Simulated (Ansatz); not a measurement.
# C4H12Ge (SMILES CC(C)C[GeH3]): r2SCAN/6-31G(d) (spherical functions)

Aim: the electronic atomisation energy of C4H12Ge at r2SCAN/6-31G* (spherical functions), from 4 runs. 

The results are computed with Ansatz 0.2.0.

35 further runs of the same task are left out: 35 set aside as unsound or not needed.

### 1 The system as given

The species is C4H12Ge (17 atoms), meant as a singlet with charge 0. SMILES: `CC(C)C[GeH3]`. The coordinates come from a PBE0-D4/def2-TZVP relaxation. This is one conformer, not always the lowest.

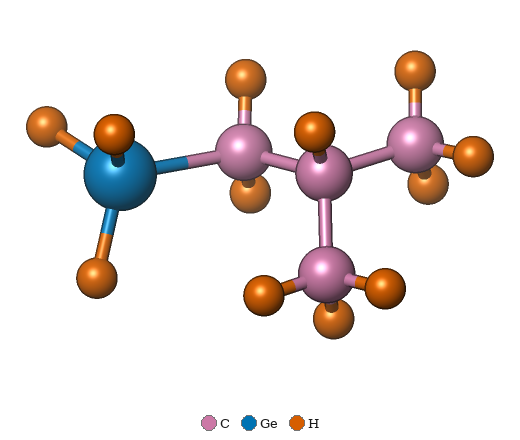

The structure, seen from a chosen angle (carbon pink, germanium blue, hydrogen orange).

### 2 A single-point energy at r2SCAN/6-31G(d) (spherical functions)

Contents of job.yaml:

```yaml
crystal:
  periodic: [false, false, false]
  atoms:
    - {symbol: C, position_ang: [-1.065300, 0.017030, 1.152400]}
    - {symbol: C, position_ang: [0.340480, -0.122320, 0.586260]}
    - {symbol: C, position_ang: [1.025400, -1.359130, 1.152850]}
    - {symbol: C, position_ang: [0.339950, -0.164700, -0.940670]}
    - {symbol: Ge, position_ang: [-0.357840, 1.442150, -1.825170]}
    - {symbol: H, position_ang: [-1.552680, 0.937300, 0.820530]}
    - {symbol: H, position_ang: [-1.049160, 0.026690, 2.244940]}
    - {symbol: H, position_ang: [-1.693240, -0.822160, 0.835830]}
    - {symbol: H, position_ang: [0.919680, 0.755880, 0.900570]}
    - {symbol: H, position_ang: [0.479460, -2.264940, 0.870230]}
    - {symbol: H, position_ang: [2.047150, -1.455690, 0.777150]}
    - {symbol: H, position_ang: [1.069230, -1.323890, 2.244770]}
    - {symbol: H, position_ang: [1.359330, -0.310640, -1.311300]}
    - {symbol: H, position_ang: [-0.243350, -1.023440, -1.291830]}
    - {symbol: H, position_ang: [0.040890, 1.437230, -3.312590]}
    - {symbol: H, position_ang: [-1.892890, 1.528870, -1.742710]}
    - {symbol: H, position_ang: [0.232900, 2.701760, -1.161270]}
basis:
  gaussian:
    orbitals: 6-31G_st_-spherical.json
hamiltonian:
  xc: r2scan
accuracy: high
output: {orbitals: {seedname: orbitals}}
```

The basis set 6-31G* is read from a file made from the Basis Set Exchange's data (not shown).

On the command line:

```bash
ansatz run job.yaml --threads 1 --pin off --max-ram 3480MiB --events-out events.jsonl --progress --plain --runs-dir runs
```

Output:

```text
Warning: RAYON_NUM_THREADS=1 ignored (pool sized by the plan → 1); use --threads N
Functional definition: r2SCAN
  name "r2SCAN"
  parameter k0 = 0.174
  parameter k1 = 0.065
  parameter a1 = 4.9479
  exchange = r2scan_x(k0 = k0, k1 = k1, a1 = a1)
  correlation = r2scan_c
2816 factors; integrals over basis functions are off by at most 2.1e-8 eV
mean field evaluation 1: about -60841.1730 eV, gradient 6.3e1 eV
mean field evaluation 2: about -60831.0695 eV, gradient 8.7e1 eV
mean field evaluation 4: about -60850.8439 eV, gradient 3.7e0 eV
mean field evaluation 8: about -60850.8739 eV, gradient 8.2e-2 eV
mean field evaluation 16: about -60850.8739 eV, gradient 1.3e-5 eV
mean field -60850.87388637 eV, -2236.2283691205 hartree, gradient 6.3e-8 eV, S^2 0.000000; 0 other end points of the search recorded, 0 dependent functions left out
reference -60850.87388736 eV, -2236.2283691566 hartree; 34, 34 occupied and 78, 78 virtual orbitals, 2816 factors
Total energy: -60850.87388736 eV, -2236.2283691566 hartree
```

It took 30 s on 1 thread of Arm Neoverse V2, shared host; peak memory 0.47 GiB.

### 3 The C atom at the same level

Contents of input.yaml:

```yaml
crystal:
  periodic: [false, false, false]
  atoms:
    - symbol: C
      position_ang: [0.000000, 0.000000, 0.000000]
basis:
  gaussian:
    orbitals: 6-31G_st_-spherical.json
magnetization:
  spin_polarized: true
  initial_magnetization: 2
hamiltonian:
  xc: r2scan
accuracy: high
```

The basis set 6-31G* is read from a file made from the Basis Set Exchange's data (not shown).

Run the same way, it converges to -37.81920 Eh (log not shown).

### 4 The Ge atom, same level

Contents of in.yaml:

```yaml
basis:
  gaussian: {orbitals: 6-31G_st_-spherical.json}
crystal:
  periodic: [false, false, false]
  atoms:
    - {symbol: Ge, position_ang: [0.000000, 0.000000, 0.000000]}
magnetization: {spin_polarized: true, initial_magnetization: 2}
hamiltonian: {xc: {name: r2SCAN}}
accuracy: high
```

The basis set 6-31G* is read from a file made from the Basis Set Exchange's data (not shown).

On the command line:

```bash
ansatz run in.yaml --threads 1 --pin off --max-ram 3480MiB --events-out events.jsonl --progress --plain --runs-dir runs
```

Output, cut to the lines that bear on the results:

```text
Warning: RAYON_NUM_THREADS=1 ignored (pool sized by the plan → 1); use --threads N
[... 7 set-up lines as earlier in the session ...]
301 factors; integrals over basis functions are off by at most 3.7e-9 eV
mean field evaluation 1: about -56507.6055 eV, gradient 5.3e0 eV
mean field evaluation 2: about -56507.6700 eV, gradient 4.6e0 eV
mean field evaluation 4: about -56507.6977 eV, gradient 1.5e-1 eV
mean field evaluation 8: about -56507.6984 eV, gradient 2.3e-3 eV
mean field evaluation 16: about -56507.5820 eV, gradient 3.3e0 eV
mean field evaluation 32: about -56507.6984 eV, gradient 2.4e-3 eV
mean field -56507.69841557 eV, -2076.6196144786 hartree, gradient 9.7e-8 eV, S^2 2.003966; 3 other end points of the search recorded, 0 dependent functions left out
reference -56507.69841922 eV, -2076.6196146127 hartree; 17, 15 occupied and 15, 17 virtual orbitals, 301 factors
Total energy: -56507.69841922 eV, -2076.6196146127 hartree
```

Wall time 6.3 s (1 thread of Arm Neoverse V2, shared host); peak memory 0.14 GiB.

### 5 The H atom at the same level

Contents of in.yaml:

```yaml
crystal:
  periodic: [false, false, false]
  atoms:
    - symbol: H
      position_ang: [0.000000, 0.000000, 0.000000]
basis:
  gaussian:
    orbitals: "6-31G*"
magnetization:
  spin_polarized: true
  initial_magnetization: 1
hamiltonian:
  xc: r2scan
accuracy: high
```

Run the same way, it converges to -0.49823 Eh (log not shown).

### 6 Outcome

Level: r2SCAN/6-31G* (spherical functions).

| quantity | value |
| --- | --- |
| molecule: total energy | -2236.22837 Eh |
| molecule: HOMO energy | -7.12 eV |
| molecule: LUMO energy | 1.05 eV |
| molecule: HOMO–LUMO gap | 8.17 eV |
| C atom: total energy | -37.81920 Eh |
| C atom: ⟨S²⟩ | 2.004 |
| Ge atom: total energy | -2076.61961 Eh |
| Ge atom: ⟨S²⟩ | 2.004 |
| H atom: total energy | -0.49823 Eh |
| H atom: ⟨S²⟩ | 0.750 |
| electronic atomisation energy | 64.034 eV |

**Reading.** Taking the molecule apart into free atoms costs 64.03 eV (6178 kJ/mol), before zero-point energy and without spin-orbit coupling.
